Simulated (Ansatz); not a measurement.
# Br− with SiNH₅: superposition error and deformation, part 2 of 2

Ansatz 0.2.0, Gaussian basis. The steps go on from the part before.

**8. PBE-D4/def2-TZVPPD**

The input, free-b/in.yaml:

```yaml
crystal:
  periodic: [false, false, false]
  atoms:
    - {symbol: Si, position_ang: [0.379121, 0.014559, 0.987347]}
    - {symbol: N, position_ang: [-0.115959, 0.663031, -0.526944]}
    - {symbol: H, position_ang: [1.610154, -0.785794, 0.760508]}
    - {symbol: H, position_ang: [0.659094, 1.151753, 1.901639]}
    - {symbol: H, position_ang: [-0.608200, -0.873208, 1.672459]}
    - {symbol: H, position_ang: [-0.832536, 1.370381, -0.555619]}
    - {symbol: H, position_ang: [-0.181265, 0.058394, -1.329950]}
basis:
  gaussian: {orbitals: "def2-TZVPPD.json"}
hamiltonian: {xc: pbe, dispersion: d4}
```

Run with:

```console
ansatz run in.yaml --threads 4 --pin off --events-out ev --progress --plain --max-ram 9574MiB
```

The program printed, shortened:

```text
Functional definition: PBE
  name "PBE"
  cite "Perdew, Burke & Ernzerhof, Phys. Rev. Lett. 77, 3865 (1996) doi:10.1103/PhysRevLett.77.3865"
  parent pbe
  parameter kappa = 0.804
  parameter beta = 0.06672455060314922
  exchange = pbe_x(kappa = kappa, mu = beta*pi^2/3)
  correlation = pbe_c(beta = beta)
779 factors; their error is unknown
mean field evaluation 1: about -9435.2862 eV, gradient 6.9e1 eV
mean field evaluation 2: about -9401.8158 eV, gradient 1.2e2 eV
mean field evaluation 4: about -9444.2888 eV, gradient 3.9e0 eV
mean field evaluation 8: about -9444.3223 eV, gradient 3.1e-1 eV
mean field evaluation 16: about -9444.3224 eV, gradient 1.2e-5 eV
mean field -9444.32242529 eV, -347.0724475376 hartree, gradient 1.2e-5 eV, S^2 0.000000; 0 other end points of the search recorded, 0 dependent functions left out
reference -9444.32246680 eV, -347.0724490633 hartree; 13, 13 occupied and 157, 157 virtual orbitals, 779 factors
Total energy: -9444.40663994 eV, -347.0755423691 hartree
```

Run time: 0.85 s. Hardware: 4 threads of Intel Xeon Platinum 8259CL at 2.50GHz, shared host.

**9. r2SCAN-D4/def2-TZVPPD**

Changes to free-b/in.yaml since step 8:

```diff
@@ -12,2 +12,2 @@
   gaussian: {orbitals: "def2-TZVPPD.json"}
-hamiltonian: {xc: pbe, dispersion: d4}
+hamiltonian: {xc: r2scan, dispersion: d4}
```

Run with:

```console
ansatz run in.yaml --threads 4 --pin off --events-out ev --progress --plain --max-ram 9574MiB
```

The program printed:

```text
Functional definition: r2SCAN
  name "r2SCAN"
  cite "Furness, Kaplan, Ning, Perdew & Sun, J. Phys. Chem. Lett. 11, 8208 (2020) doi:10.1021/acs.jpclett.0c02405"
  cite "Furness, Kaplan, Ning, Perdew & Sun, J. Phys. Chem. Lett. 11, 9248 (2020) doi:10.1021/acs.jpclett.0c03077"
  parent r2scan
  parameter k0 = 0.174
  parameter k1 = 0.065
  parameter a1 = 4.9479
  exchange = r2scan_x(k0 = k0, k1 = k1, a1 = a1)
  correlation = r2scan_c
779 factors; their error is unknown
mean field evaluation 1: about -9441.5414 eV, gradient 6.3e1 eV
mean field evaluation 2: about -9423.4213 eV, gradient 1.0e2 eV
mean field evaluation 4: about -9448.8916 eV, gradient 2.3e0 eV
mean field evaluation 8: about -9448.9075 eV, gradient 2.9e-2 eV
mean field evaluation 16: about -9448.8896 eV, gradient 5.5e-5 eV
mean field -9448.88959608 eV, -347.2402879685 hartree, gradient 5.5e-5 eV, S^2 0.000000; 0 other end points of the search recorded, 0 dependent functions left out
reference -9448.88960858 eV, -347.2402884281 hartree; 13, 13 occupied and 157, 157 virtual orbitals, 779 factors
Total energy: -9448.90897362 eV, -347.2410000798 hartree
```

Run time: 1.6 s. Hardware: 4 threads of Intel Xeon Platinum 8259CL at 2.50GHz, shared host.

**10. PBE0-D4/def2-TZVPPD**

Changes to free-b/in.yaml since step 9:

```diff
@@ -12,2 +12,3 @@
   gaussian: {orbitals: "def2-TZVPPD.json"}
-hamiltonian: {xc: r2scan, dispersion: d4}
+hamiltonian: {xc: pbe0, dispersion: d4}
+output: {orbitals: {seedname: orbitals}}
```

Run with:

```console
ansatz run in.yaml --threads 4 --pin off --events-out ev --progress --plain --max-ram 9574MiB
```

The program printed, shortened:

```text
[... 10 set-up lines as earlier in the session ...]
796 factors; their error is unknown
mean field evaluation 1: about -9439.5938 eV, gradient 5.6e1 eV
mean field evaluation 2: about -9431.2957 eV, gradient 7.9e1 eV
mean field evaluation 4: about -9445.3210 eV, gradient 1.0e0 eV
mean field evaluation 8: about -9445.3434 eV, gradient 2.9e-1 eV
mean field -9445.34346589 eV, -347.1099700878 hartree, gradient 1.9e-5 eV, S^2 0.000000; 0 other end points of the search recorded, 0 dependent functions left out
reference -9445.34349581 eV, -347.1099711874 hartree; 13, 13 occupied and 157, 157 virtual orbitals, 796 factors
Total energy: -9445.41286682 eV, -347.1125205248 hartree
```

Run time: 1.1 s. Hardware: 4 threads of Intel Xeon Platinum 8259CL at 2.50GHz, shared host.

**11. B3LYP-D4/def2-TZVPPD**

Changes to free-b/in.yaml since step 10:

```diff
@@ -12,3 +12,2 @@
   gaussian: {orbitals: "def2-TZVPPD.json"}
-hamiltonian: {xc: pbe0, dispersion: d4}
-output: {orbitals: {seedname: orbitals}}
+hamiltonian: {xc: {name: B3LYP}, dispersion: d4}
```

Run with:

```console
ansatz run in.yaml --threads 4 --pin off --events-out ev --progress --plain --max-ram 9574MiB
```

The program printed:

```text
Functional definition: B3LYP
  name "B3LYP"
  cite "Stephens, Devlin, Chabalowski & Frisch, J. Phys. Chem. 98, 11623 (1994) doi:10.1021/j100096a001"
[... 2 set-up lines as earlier in the session ...]
  cite "Vosko, Wilk & Nusair, Can. J. Phys. 58, 1200 (1980) doi:10.1139/p80-159"
  parameter a0 = 0.2
  parameter ax = 0.72
  parameter ac = 0.81
  exchange = (1 - a0 - ax)*slater_x + ax*b88_x + a0*exact_x
  correlation = (1 - ac)*vwn_rpa_c + ac*lyp_c
789 factors; their error is unknown
mean field evaluation 1: about -9444.3740 eV, gradient 6.2e1 eV
mean field evaluation 2: about -9430.6979 eV, gradient 9.4e1 eV
mean field evaluation 4: about -9451.3745 eV, gradient 1.4e0 eV
mean field evaluation 8: about -9451.3913 eV, gradient 3.1e-2 eV
mean field -9451.39129101 eV, -347.3322235614 hartree, gradient 2.2e-5 eV, S^2 0.000000; 0 other end points of the search recorded, 0 dependent functions left out
reference -9451.39152841 eV, -347.3322322859 hartree; 13, 13 occupied and 157, 157 virtual orbitals, 789 factors
Total energy: -9451.52786563 eV, -347.3372425862 hartree
```

Run time: 1.2 s. Hardware: 4 threads of Intel Xeon Platinum 8259CL at 2.50GHz, shared host.

**12. wB97X-V/def2-TZVPPD**

Changes to free-b/in.yaml since step 11:

```diff
@@ -12,2 +12,2 @@
   gaussian: {orbitals: "def2-TZVPPD.json"}
-hamiltonian: {xc: {name: B3LYP}, dispersion: d4}
+hamiltonian: {xc: {name: wB97X-V}}
```

Run with:

```console
ansatz run in.yaml --threads 4 --pin off --events-out ev --progress --plain --max-ram 9574MiB
```

The program printed, shortened:

```text
[... 5 set-up lines as earlier in the session ...]
[...]
      + integral(e_c_pw_opposite_spin*poly(b97_u_opposite, cos0, cos1)) + vv10(b, c)
789 factors; their error is unknown
239 factors; integrals over basis functions are off by at most 1.7e-5 eV
[...]
mean field -9448.83400507 eV, -347.2382450368 hartree, gradient 2.5e-5 eV, S^2 0.000000; 0 other end points of the search recorded, 0 dependent functions left out
reference -9448.83400305 eV, -347.2382449623 hartree; 13, 13 occupied and 157, 157 virtual orbitals, 789 factors
Total energy: -9448.83400305 eV, -347.2382449623 hartree
```

Wall time 2.9 s (4 threads of Intel Xeon Platinum 8259CL at 2.50GHz, shared host).

**13. wB97M-V/def2-TZVPPD**

Changes to free-b/in.yaml since step 12:

```diff
@@ -12,2 +12,2 @@
   gaussian: {orbitals: "def2-TZVPPD.json"}
-hamiltonian: {xc: {name: wB97X-V}}
+hamiltonian: {xc: {name: wB97M-V}}
```

Run with:

```console
ansatz run in.yaml --threads 4 --pin off --events-out ev --progress --plain --max-ram 9574MiB
```

The program printed, shortened:

```text
[... 5 set-up lines as earlier in the session ...]
  # Of w^i u^j: cxij and so on, Table III.
[...]
  gx(w, u) = 1 - cx + cx01*u + cx10*w
  gss(w, u) = css00 + css04*u^4 + css10*w + css20*w^2 + css43*w^4*u^3
  gos(w, u) = cos00 + cos10*w + (cos20 + cos21*u)*w^2 + (cos60 + cos61*u)*w^6
[...]
      + integral(e_c_pw_mod_opposite_spin*gos(b97_w_opposite, b97_u_opposite)) + vv10(b, c)
784 factors; their error is unknown
239 factors; integrals over basis functions are off by at most 1.7e-5 eV
[...]
mean field -9449.02652487 eV, -347.2453200086 hartree, gradient 6.9e-5 eV, S^2 0.000000; 0 other end points of the search recorded, 0 dependent functions left out
reference -9449.02657604 eV, -347.2453218891 hartree; 13, 13 occupied and 157, 157 virtual orbitals, 784 factors
Total energy: -9449.02657604 eV, -347.2453218891 hartree
```

Wall time 3.3 s (4 threads of Intel Xeon Platinum 8259CL at 2.50GHz, shared host).

**14. B2PLYP/def2-TZVPPD**

Changes to free-b/in.yaml since step 13:

```diff
@@ -12,2 +12,2 @@
   gaussian: {orbitals: "def2-TZVPPD.json"}
-hamiltonian: {xc: {name: wB97M-V}}
+hamiltonian: {xc: {name: B2PLYP}}
```

Run with:

```console
ansatz run in.yaml --threads 4 --pin off --events-out ev --progress --plain --max-ram 9574MiB
```

The program printed, shortened:

```text
[... 5 set-up lines as earlier in the session ...]
[...]
949 factors; integrals over basis functions are off by at most 1.0e-3 eV
[...]
mean field -9442.87860046 eV, -347.0193879540 hartree, gradient 4.5e-6 eV, S^2 0.000000; 0 other end points of the search recorded, 0 dependent functions left out
6 core orbitals not correlated: weight in the atoms' cores, before any rotation towards them, 1.000 or more for the frozen orbitals, at most 0.000 for the correlated occupied ones
reference -9442.87874872 eV, -347.0193934023 hartree; 7, 7 occupied and 157, 157 virtual orbitals, 949 factors
second order -11.64805493 eV of doubles, -0.00000000 eV of singles
Total energy: -9446.02372355 eV, -347.1349690956 hartree
```

Run time: 2 s. Hardware: 4 threads of Intel Xeon Platinum 8259CL at 2.50GHz, shared host.

**15. BLYP-D4/def2-TZVPPD**

Changes to free-b/in.yaml since step 14:

```diff
@@ -12,2 +12,2 @@
   gaussian: {orbitals: "def2-TZVPPD.json"}
-hamiltonian: {xc: {name: B2PLYP}}
+hamiltonian: {xc: {name: BLYP}, dispersion: d4}
```

Run with:

```console
ansatz run in.yaml --threads 4 --pin off --events-out ev --progress --plain --max-ram 9574MiB
```

The program printed, shortened:

```text
Functional definition: BLYP
  name "BLYP"
[... 2 set-up lines as earlier in the session ...]
  parameter beta = 0.0042
  parameter a = 0.04918
  parameter b = 0.132
  parameter c = 0.2533
  parameter d = 0.349
  exchange = b88_x(beta = beta)
  correlation = lyp_c(a = a, b = b, c = c, d = d)
779 factors; their error is unknown
mean field evaluation 1: about -9439.6981 eV, gradient 7.3e1 eV
mean field evaluation 2: about -9400.8837 eV, gradient 1.3e2 eV
mean field evaluation 4: about -9449.7339 eV, gradient 4.3e0 eV
mean field evaluation 8: about -9449.7761 eV, gradient 3.3e-1 eV
mean field -9449.77624439 eV, -347.2728716928 hartree, gradient 7.9e-5 eV, S^2 0.000000; 0 other end points of the search recorded, 0 dependent functions left out
reference -9449.77657254 eV, -347.2728837521 hartree; 13, 13 occupied and 157, 157 virtual orbitals, 779 factors
Total energy: -9449.96889453 eV, -347.2799514550 hartree
```

Wall time 1.1 s (4 threads of Intel Xeon Platinum 8259CL at 2.50GHz, shared host).

**16. revPBE-D4/def2-TZVPPD**

Changes to free-b/in.yaml since step 15:

```diff
@@ -12,2 +12,2 @@
   gaussian: {orbitals: "def2-TZVPPD.json"}
-hamiltonian: {xc: {name: BLYP}, dispersion: d4}
+hamiltonian: {xc: {name: revPBE}, dispersion: d4}
```

Run with:

```console
ansatz run in.yaml --threads 4 --pin off --events-out ev --progress --plain --max-ram 9574MiB
```

The program printed, shortened:

```text
Functional definition: revPBE
  name "revPBE"
  cite "Zhang & Yang, Phys. Rev. Lett. 80, 890 (1998) doi:10.1103/PhysRevLett.80.890"
[... 1 set-up line as earlier in the session ...]
  parameter kappa = 1.245
[... 3 set-up lines as earlier in the session ...]
779 factors; their error is unknown
mean field evaluation 1: about -9439.7185 eV, gradient 6.8e1 eV
mean field evaluation 2: about -9407.5121 eV, gradient 1.2e2 eV
mean field evaluation 4: about -9448.3528 eV, gradient 3.6e0 eV
mean field evaluation 8: about -9448.3971 eV, gradient 4.7e-2 eV
mean field evaluation 16: about -9448.3796 eV, gradient 5.9e-5 eV
mean field -9448.37957576 eV, -347.2215450674 hartree, gradient 5.9e-5 eV, S^2 0.000000; 0 other end points of the search recorded, 0 dependent functions left out
reference -9448.37962861 eV, -347.2215470096 hartree; 13, 13 occupied and 157, 157 virtual orbitals, 779 factors
Total energy: -9448.66873970 eV, -347.2321716462 hartree
```

Run time: 0.9 s. Hardware: 4 threads of Intel Xeon Platinum 8259CL at 2.50GHz, shared host.

**17. B97M-V/def2-TZVPPD**

Changes to free-b/in.yaml since step 16:

```diff
@@ -12,2 +12,2 @@
   gaussian: {orbitals: "def2-TZVPPD.json"}
-hamiltonian: {xc: {name: revPBE}, dispersion: d4}
+hamiltonian: {xc: {name: B97M-V}}
```

Run with:

```console
ansatz run in.yaml --threads 4 --pin off --events-out ev --progress --plain --max-ram 9574MiB
```

The program printed, shortened:

```text
[... 5 set-up lines as earlier in the session ...]
  # Of w^i u^j: cxij and so on, Table III.
[...]
  gx(w, u) = cx00 + cx01*u + cx02*u^2 + (cx10 + cx11*u)*w
  gss(w, u) = css00 + css02*u^2 + css10*w + (css32*w^3 + css42*w^4)*u^2
  gos(w, u) = cos00 + cos01*u + cos03*u^3 + cos10*w + cos32*w^3*u^2
[...]
      + integral(e_c_pw_mod_opposite_spin*gos(b97_w_opposite, b97_u_opposite)) + vv10(b, c)
779 factors; their error is unknown
[...]
mean field -9448.26801585 eV, -347.2174453165 hartree, gradient 2.3e-5 eV, S^2 0.000000; 0 other end points of the search recorded, 0 dependent functions left out
reference -9448.26807652 eV, -347.2174475459 hartree; 13, 13 occupied and 157, 157 virtual orbitals, 779 factors
Total energy: -9448.26807652 eV, -347.2174475459 hartree
```

Run time: 2.7 s. Hardware: 4 threads of Intel Xeon Platinum 8259CL at 2.50GHz, shared host.

**18. HSE06-D4/def2-TZVPPD**

Changes to free-b/in.yaml since step 17:

```diff
@@ -12,2 +12,2 @@
   gaussian: {orbitals: "def2-TZVPPD.json"}
-hamiltonian: {xc: {name: B97M-V}}
+hamiltonian: {xc: hse06, dispersion: d4}
```

Run with:

```console
ansatz run in.yaml --threads 4 --pin off --events-out ev --progress --plain --max-ram 9574MiB
```

The program printed, shortened:

```text
Functional definition: HSE06
  name "HSE06"
  cite "Heyd, Scuseria & Ernzerhof, J. Chem. Phys. 118, 8207 (2003) doi:10.1063/1.1564060"
  cite "Krukau, Vydrov, Izmaylov & Scuseria, J. Chem. Phys. 125, 224106 (2006) doi:10.1063/1.2404663"
  cite "Heyd & Scuseria, J. Chem. Phys. 120, 7274 (2004) doi:10.1063/1.1668634"
  cite "Ernzerhof & Perdew, J. Chem. Phys. 109, 3313 (1998) doi:10.1063/1.476928"
[... 2 set-up lines as earlier in the session ...]
[...]
  # The whole range is PBE's own exchange, as in plane waves. The composition of these papers is wPBEh.
[...]
796 factors; their error is unknown
89 factors; integrals over basis functions are off by at most 3.1e-6 eV
[...]
mean field -9445.06904234 eV, -347.0998852083 hartree, gradient 1.4e-5 eV, S^2 0.000000; 0 other end points of the search recorded, 0 dependent functions left out
reference -9445.06908209 eV, -347.0998866691 hartree; 13, 13 occupied and 157, 157 virtual orbitals, 796 factors
Total energy: -9445.13301279 eV, -347.1022360788 hartree
```

Run time: 1.4 s. Hardware: 4 threads of Intel Xeon Platinum 8259CL at 2.50GHz, shared host.

**19. CCSD(T)/def2-TZVPPD**

Changes to free-b/in.yaml since step 18:

```diff
@@ -12,2 +12,2 @@
   gaussian: {orbitals: "def2-TZVPPD.json"}
-hamiltonian: {xc: hse06, dispersion: d4}
+correlation: {method: ccsd_t}
```

Run with:

```console
ansatz run in.yaml --threads 4 --pin off --events-out ev --progress --plain --max-ram 9574MiB
```

The program printed, shortened:

```text
[... 4 set-up lines as earlier in the session ...]
[...]
949 factors; integrals over basis functions are off by at most 1.0e-3 eV
[...]
mean field -9424.69533001 eV, -346.3511650898 hartree, gradient 1.1e-6 eV, S^2 0.000000; 0 other end points of the search recorded, 0 dependent functions left out
6 core orbitals not correlated: weight in the atoms' cores, before any rotation towards them, 1.000 or more for the frozen orbitals, at most 0.000 for the correlated occupied ones
reference -9424.69533001 eV, -346.3511650898 hartree; 7, 7 occupied and 157, 157 virtual orbitals, 949 factors
second order -9.63408490 eV of doubles, -0.00000000 eV of singles
cycle   1  -10.15153130 eV  change   -5.2e-1 eV  update   6.5e-2
[...]
cycle   9  -10.47028232 eV  change   -2.9e-6 eV  update   1.2e-5
perturbative correction -0.34218392 eV, -0.0125750272 hartree
Total energy: -9435.50779625 eV, -346.7485158954 hartree
```

Wall time 6.5 s (4 threads of Intel Xeon Platinum 8259CL at 2.50GHz, shared host); peak memory 1.4 GiB.

**20. The split**

```csv
method,interaction with counterpoise (kJ/mol),without,superposition error,deformation,binding energy
PBE-D4,-58.12,-58.84,0.72,2.79,-55.33
revPBE-D4,-56.55,-57.27,0.72,2.82,-53.72
BLYP-D4,-54.82,-55.56,0.74,3.60,-51.21
r2SCAN-D4,-55.01,-55.60,0.59,3.50,-51.50
B97M-V,-54.33,-55.35,1.02,3.54,-50.80
PBE0-D4,-55.66,-56.28,0.63,3.79,-51.87
B3LYP-D4,-53.99,-54.65,0.66,4.40,-49.59
HSE06-D4,-55.78,-56.41,0.63,3.75,-52.04
wB97X-V,-51.31,-51.96,0.65,4.34,-46.98
wB97M-V,-51.95,-52.50,0.55,4.49,-47.46
B2PLYP,-47.88,-50.01,2.12,4.60,-43.28
Hartree-Fock,-34.56,-35.03,0.47,6.45,-28.11
MP2,-51.07,-56.65,5.58,4.68,-46.39
CCSD,-46.92,-52.03,5.11,4.55,-42.37
CCSD(T),-49.59,-55.36,5.77,4.19,-45.40
```

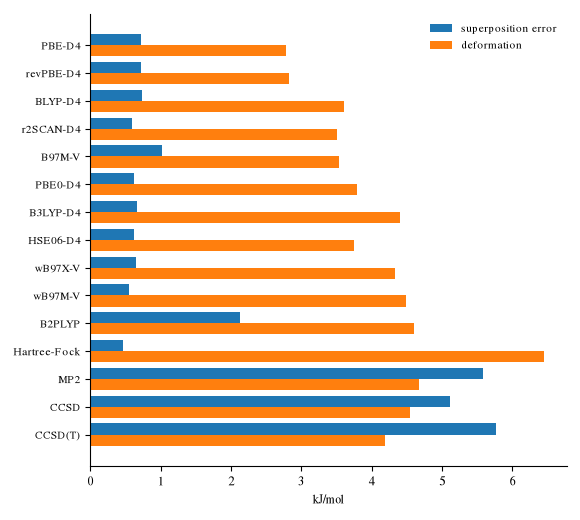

Superposition error and deformation energy by method.

**21. Outcome**

The summary covers parts 1 to 2.

```
            quantity          value
interaction, CCSD(T)  -49.59 kJ/mol
 superposition error    5.77 kJ/mol
         deformation    4.19 kJ/mol
      binding energy  -45.40 kJ/mol
```

**Reading.** In this basis the superposition error is 5.77 kJ/mol for CCSD(T) and 0.70 kJ/mol on average for the plain functionals: correlated methods borrow far more, since they need many more functions to converge. Deformation takes back 8 % of the interaction.
